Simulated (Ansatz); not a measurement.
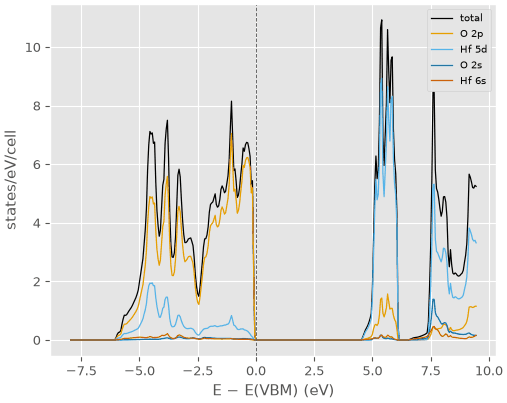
Figure. Total and projected density of states of HfO2 in space group P4_2/nmc (No. 137; Hf on 2a, O on 4d), plane-wave PAW LDA (Ansatz code)

### Question
Which orbitals carry the states next to the gap?

### Answer
Top 1 eV of the valence band: O 2p 91 %, Hf 5d 6 %. Bottom 1 eV of the conduction band: Hf 5d 84 %, O 2p 11 %. Projections are on Löwdin-orthogonalised atomic valence shells; empty p or d shells of many metals are not among them.

### Question
Where is the tallest occupied peak in this window, and what makes it?

### Answer
Near -1.0 eV, about 8.2 states/eV per cell; the largest projected share is O 2p.

This is a known high-temperature phase of the composition, computed here at zero pressure and temperature. Symmetry was held in the LDA relaxation; phonons on a q-mesh show no instability. The run is not spin-polarised. Scalar-relativistic: spin–orbit coupling is off unless named, which matters more the heavier the elements.

Potentials: the later of the program's two PAW sets.
